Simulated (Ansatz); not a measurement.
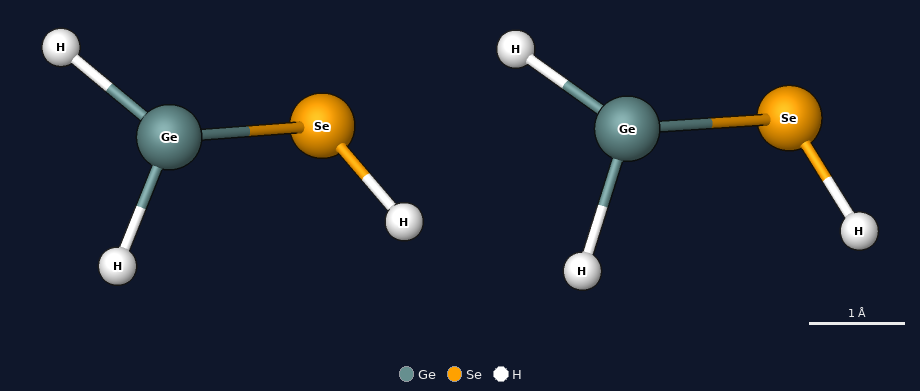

Two geometries of GeH₃Se (multiplicity 2), drawn at one scale. One is the start of a relaxation, the other its converged end. The picture is a ball-and-stick view, seen at a tilt.

These are results of UKS BLYP/def2-mTZVP in Ansatz, not measurements. (collinear spin; force threshold 0.02 eV/Å; at most 50 steps)

Which one is relaxed?

Answer. The right one is the relaxed one. The run prepares an end point of a later path (hydrogen shift) calculation, from a guessed geometry. An H atom moves most after the best rigid fit: 0.17 Å. By element the largest moves are H 0.17 Å, Se 0.15 Å, Ge 0.13 Å. Near-neighbour distances that change, for instance: Ge–H 1.471 → 1.575 Å, Ge–Se 2.362 → 2.422 Å, H–Se 1.529 → 1.494 Å, Ge–H 1.538 → 1.572 Å. Among the angles between lasting bonds that change: Se–Ge–H 112.2° → 107.7°, Ge–Se–H 89.4° → 93.6°, Se–Ge–H 105.9° → 102.6°. After 6 geometry steps the energy has fallen by 14.6 kJ/mol. Largest force component: 1.5 eV/Å at the start, 0.0073 eV/Å at the end. Cost: 13 s on 2 threads of Arm Neoverse V1, on a shared host, peak memory 0.16 GiB.
